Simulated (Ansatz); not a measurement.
Structure data:

```
Cs Sb
1.0
     5.16294    0.00000    0.00000
    -2.58147    4.47124    0.00000
     0.00000    0.00000    5.94477
Cs Sb
1 2
Direct
  0.00000 0.00000 0.00000
  0.33333 0.66667 0.50000
  0.66667 0.33333 0.50000
```

Question: Describe what this structure looks like.

Answer: It has the composition CsSb2. The atoms follow space group P6/mmm (No. 191); the Bravais lattice is primitive hexagonal. The arrangement is known as AlB₂ type. The cell comprises 1 formula unit: 1 Cs, 2 Sb. Cs is surrounded by twelve Sb at 4.21 Å. Sb is linked to six Cs and three Sb (4.21 Å to Cs, 2.98 Å to Sb). With all bonds counted the structure is a three-dimensional framework. Leaving out the bonds to Cs, what remains is Sb layers parallel to (001).

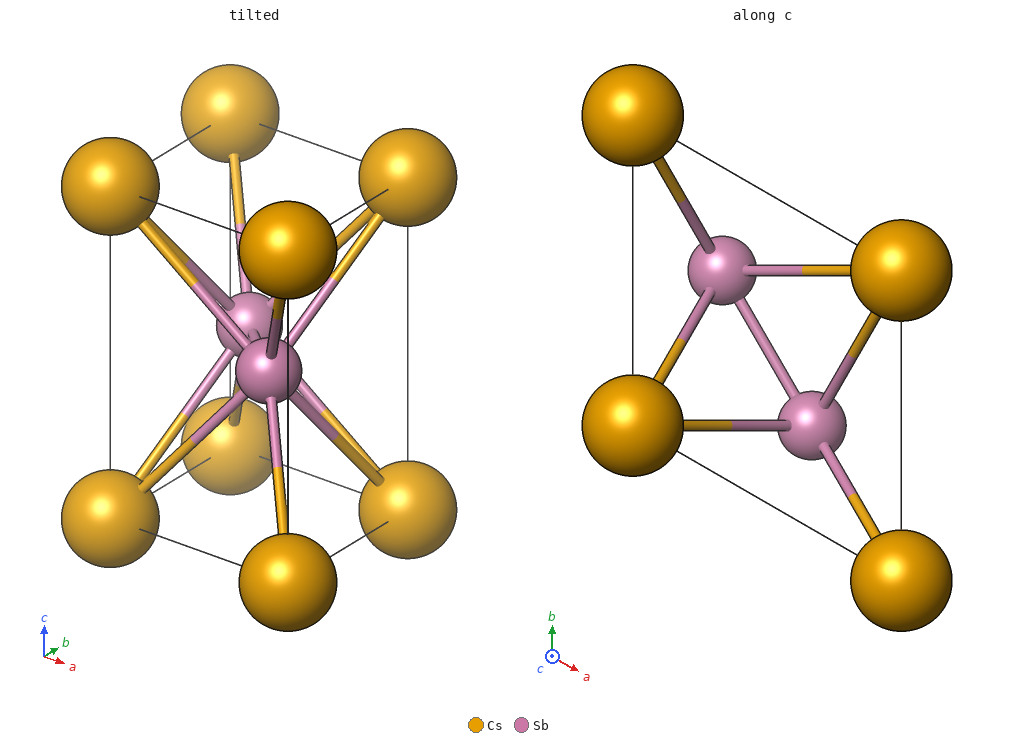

Crystal structure, ball-and-stick style, seen slightly off an axis and along the c axis. One conventional unit cell is framed, with atoms on its boundary repeated. Colours: caesium orange, antimony pink.

Starting structure: a textbook structure type filled with these elements (whether it is the usual form wasn't checked). This is the structure after a relaxation with DFT PBE, scalar-relativistic, plane waves, PAW (Ansatz 0.2.0).
